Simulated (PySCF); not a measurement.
SMILES CC(C)(C)/C=C\[Si](F)(F)F (C6H11F3Si), singlet at its GFN2-xTB optimised geometry (Å):

```
21

C      1.6485    -1.1580     3.3266
C      0.2870    -0.4606     3.4705
C     -0.2131    -0.6219     4.9111
C      0.4367     1.0312     3.1636
C     -0.6854    -1.1478     2.5489
C     -0.8504    -1.0004     1.2351
Si     0.0119     0.0833     0.0000
F      1.6039     0.0833     0.0000
F     -0.3494     1.6321     0.0000
F     -0.3603    -0.3905    -1.4710
H      2.0287    -1.0480     2.3149
H      2.3647    -0.7186     4.0168
H      1.5602    -2.2191     3.5494
H      0.4853    -0.1640     5.6078
H     -0.3118    -1.6735     5.1724
H     -1.1818    -0.1420     5.0334
H      1.0045     1.5136     3.9559
H     -0.5375     1.5094     3.0970
H      0.9686     1.1947     2.2324
H     -1.3047    -1.8858     3.0468
H     -1.6039    -1.6321     0.7760
```

Level of theory: PBE/def2-SVP run with PySCF.

Map of the electron localisation function on the plane z = 0.6 Å:

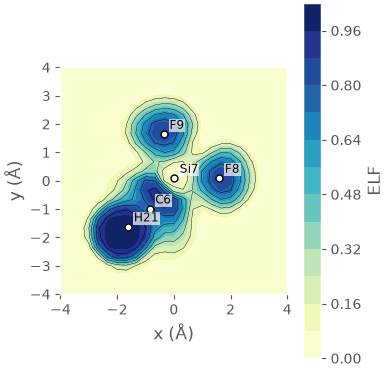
Electron localisation function on the plane z = 0.6 Å.
